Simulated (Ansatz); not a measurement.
CH₃Si (SMILES C=[SiH]) (doublet)

```yaml
atoms:
  - { symbol: C, position_ang: [0.7156, 0.7809, 0.2348] }
  - { symbol: Si, position_ang: [-0.5846, 0.0058, -0.5686] }
  - { symbol: H, position_ang: [0.7606, 0.8019, 1.3308] }
  - { symbol: H, position_ang: [1.5366, 1.2759, -0.2906] }
  - { symbol: H, position_ang: [-1.6974, -0.6655, 0.1861] }
```

Geometry: PBE0-D3(BJ)/def2-SVP.

Theory: Ansatz 0.2.0, isolated molecule in a Gaussian basis; Kohn-Sham density functional theory, functional PBE0.

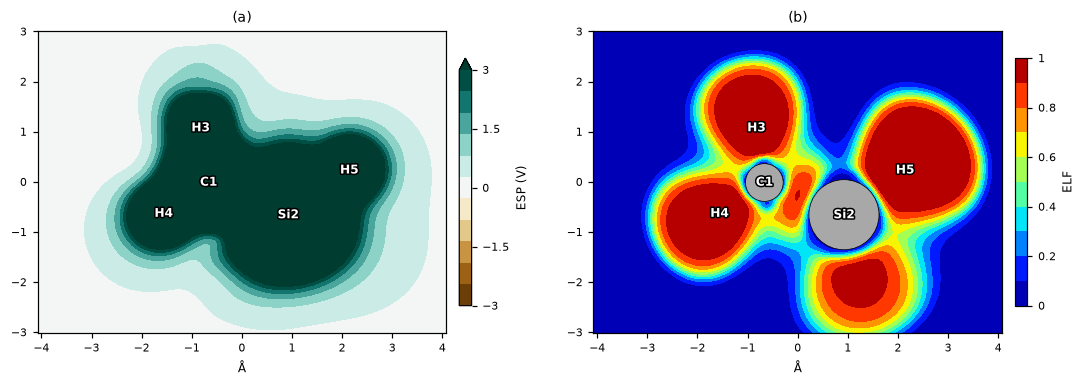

Figure 1. (a) molecular electrostatic potential; (b) ELF on the molecular plane. Grey discs cover the atomic cores in the ELF map.

Interpret the plot.

Answer. Atoms in the plane: C, Si and H.
C–Si (1.71 Å): the ELF peaks at about 0.90 between the atoms; localised, covalent bonding.
C–H (1.09 Å): the ELF climbs to about 1 towards the hydrogen, as it does in any bond to H: a covalent bond by its length.
Si–H (1.50 Å): the ELF climbs to about 1 towards the hydrogen.
The ELF also peaks beside Si2, away from the bonds: non-bonding electrons, paired or unpaired.
The potential has no marked negative region in this plane.

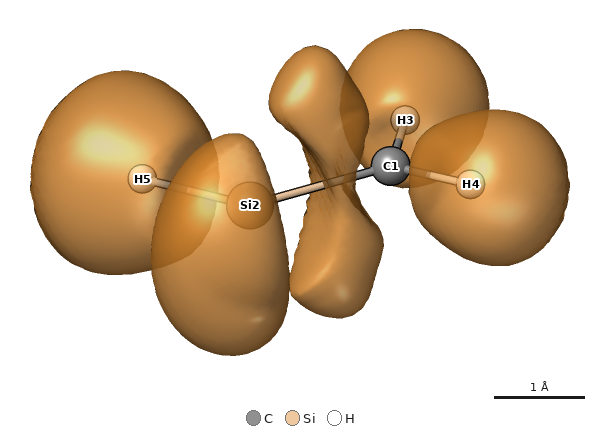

Figure 2. Isosurface of the electron localisation function at 0.8 (orange), seen at an oblique angle. Core shells and regions of very low density are left out.

Describe the localisation domains.

Answer. The ELF exceeds this value in one region between bonded C–Si atoms (shared pairs), three regions around hydrogen nuclei and one lobe on Si, pointing away from the bonds (non-bonding electrons).

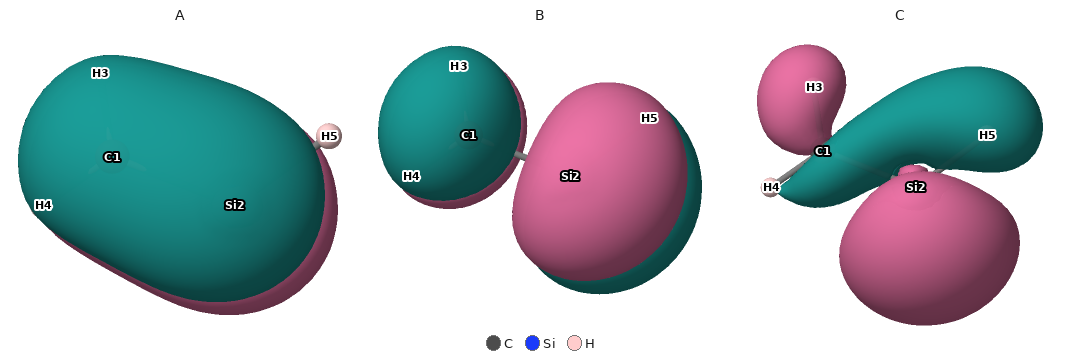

Figure 3. Three frontier orbitals at ±0.08 Å⁻³ᐟ² (teal and pink are the two phases), in no order.

Which picture is the HOMO−1, the HOMO and the LUMO? All are α orbitals.

Answer. C is the HOMO−1 (α) (−7.09 eV). By Hirshfeld shares it lies mainly on Si2 (about 75 %), H5 (about 10 %) and C1 (about 10 %); it is symmetric in the molecular plane (an in-plane orbital: σ, lone-pair or in-plane π type). A is the HOMO (α) (−6.64 eV). It lies mainly on Si2 (about 50 %) and C1 (about 45 %); it changes sign across the molecular plane (π type); π-bonding across C1–Si2. B is the LUMO (α) (−1.48 eV). Its weight (Hirshfeld) is mainly on Si2 (about 60 %) and C1 (about 30 %); it changes sign across the molecular plane (π type); π-antibonding (a node) across C1–Si2.

What is the gap between the highest occupied and lowest empty α orbitals?

Answer. 5.16 eV between the orbital energies.
